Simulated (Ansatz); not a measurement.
NO$_{2}$Si (SMILES O=[Si]1[N]O1) (doublet)

Input file:

```
crystal:
  periodic: [false, false, false]
  atoms:
    - {symbol: "N", position_ang: [0.013887, 1.646606, 1.149451]}
    - {symbol: O, position_ang: [0.319917, 0.208639, 1.236603]}
    - {symbol: O, position_ang: [-0.470178, 0.263334, -1.695150]}
    - {symbol: Si, position_ang: [-0.177255, 0.697213, -0.272135]}
basis:
  gaussian: {orbitals: def2-TZVPD}
magnetization: {spin_polarized: true, initial_magnetization: 1}
hamiltonian: {xc: pbe0}
output: {forces: true, orbitals: {seedname: orbitals}}
```

Launched as:

```sh
ansatz run input.yaml --threads 1 --pin off --max-ram 2610MiB --events-out events.jsonl --progress --plain --runs-dir runs
```

Geometry: PBE0-D3(BJ)/def2-SVP.

Level of theory: isolated molecule in a Gaussian basis; Kohn-Sham density functional theory, functional PBE0 (Ansatz).

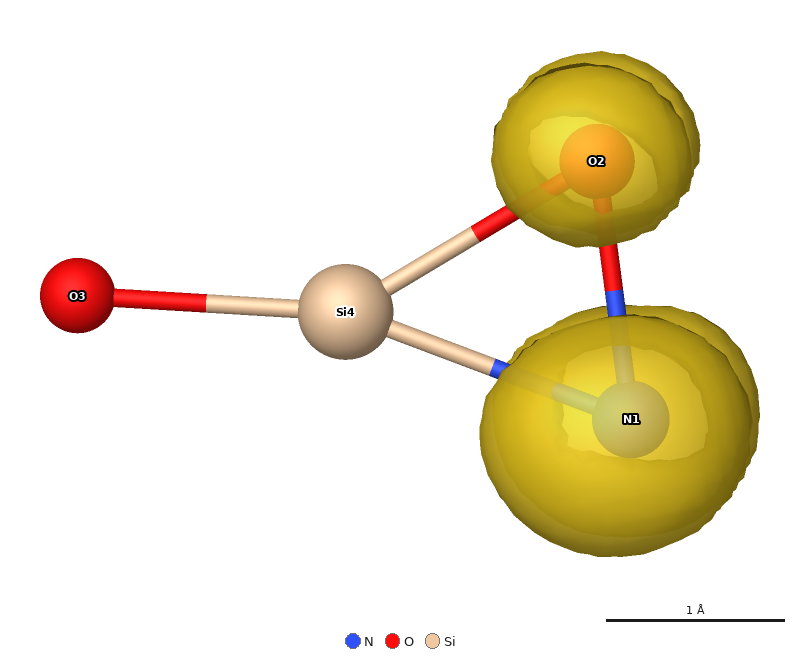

Figure 1. Isosurface of the spin density (α minus β) at +0.06 e/Å³ (yellow), seen across its widest extent.

**Which atoms carry the spin?**

The unpaired spin (1 electron) lies mostly on N1 (about 0.7) and O2 (about 0.3), in electrons by Hirshfeld's partition.

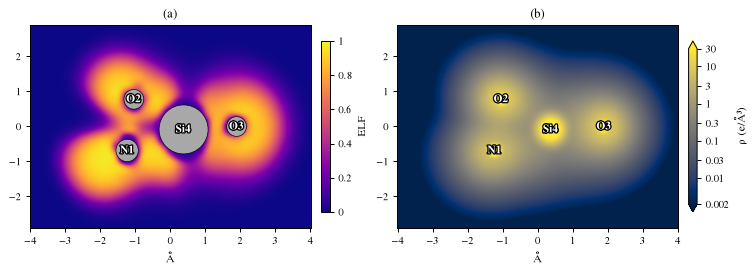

Figure 2. (a) ELF; (b) electron density on the molecular plane. Grey discs cover the atomic cores in the ELF map.

**What do the fields say about this system?**

The plane passes through N, O and Si nuclei. N–O (1.47 Å): ρ is about 1.8 e/Å³ halfway; the ELF peaks at about 0.80 between the atoms: a shared electron pair. Si–O (1.52 Å): ρ is about 1.5 e/Å³ halfway; the ELF peaks at about 0.80 between the atoms: a short, strongly polar bond. Si–N (1.72 Å): ρ at the midpoint is about 1.1 e/Å³; the ELF peaks at about 0.85 between the atoms; a shared but strongly polarised pair. Si–O (1.66 Å): ρ is about 1.2 e/Å³ halfway; the ELF peaks at about 0.85 between the atoms: a polar covalent bond. The ELF also peaks beside N1, O3 and O2, away from the bonds: non-bonding electrons, paired or unpaired.

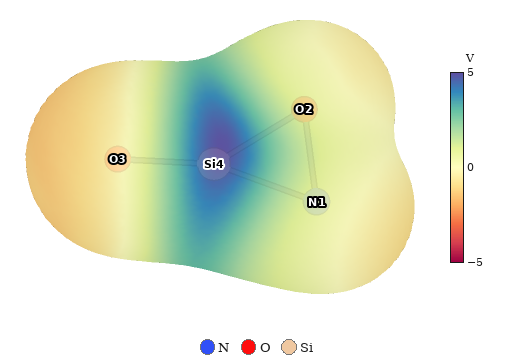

Figure 3. The molecular electrostatic potential painted on the density surface at 0.004 e/bohr³, seen across its widest extent; red is negative and blue positive.

**Which sites attract a positive test charge, and which a negative one?**

A positive charge is drawn to the negative regions and a negative charge to the positive ones. The most negative region (about −1.5 V) lies over O3, the most positive (about +4.9 V) over Si4. O3 is the likeliest acceptor of a hydrogen bond.

**How polar is the molecule by this calculation?**

Its dipole moment is 0.76 D.
